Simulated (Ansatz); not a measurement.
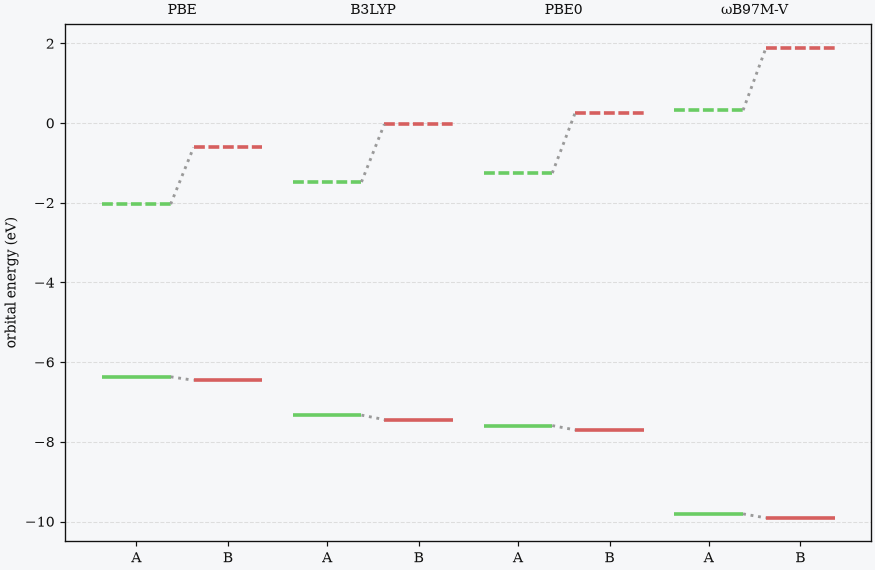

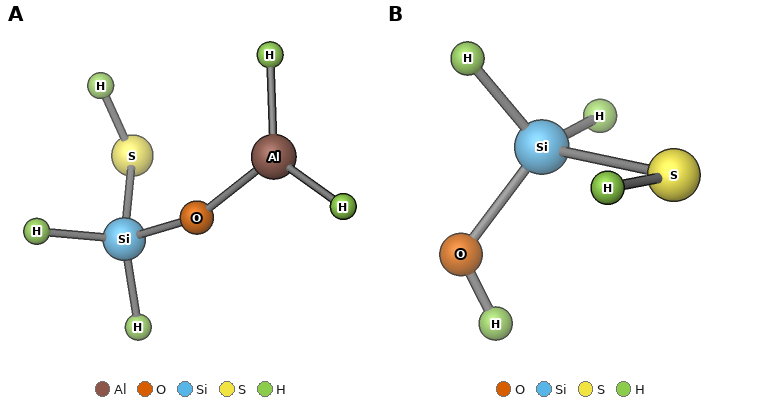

One change: A, AlSiH₅SO (SMILES [AlH2][O][SiH2]S), becomes B, SiH₄SO (SMILES O[SiH2]S). AlH₂ on O is replaced by H. HOMO (solid) and LUMO (dashed) computed in def2-TZVPP at PBE0-D4/def2-TZVP geometries, both minima by their frequencies, gas phase, the Ansatz code 0.2.0. Empty levels above zero depend strongly on the basis.

> What does the change do to HOMO and LUMO?

PBE: the HOMO falls by 0.09 eV, the LUMO rises by 1.42 eV, and the separation goes from 4.34 to 5.84 eV. B3LYP: the HOMO falls by 0.11 eV, the LUMO rises by 1.45 eV, and the separation goes from 5.85 to 7.42 eV. PBE0: the HOMO falls by 0.11 eV, the LUMO rises by 1.51 eV, and the separation goes from 6.34 to 7.96 eV. ωB97M-V: the HOMO falls by 0.10 eV, the LUMO rises by 1.57 eV, and the separation goes from 10.13 to 11.80 eV.

> Do the functionals agree on the effect?

They agree on the direction for both levels; the HOMO shift lies between −0.11 and −0.09 eV and the LUMO shift between 1.42 and 1.57 eV, while the separations themselves differ by up to 6.0 eV between functionals.

Caveats: one conformer of each flexible molecule.
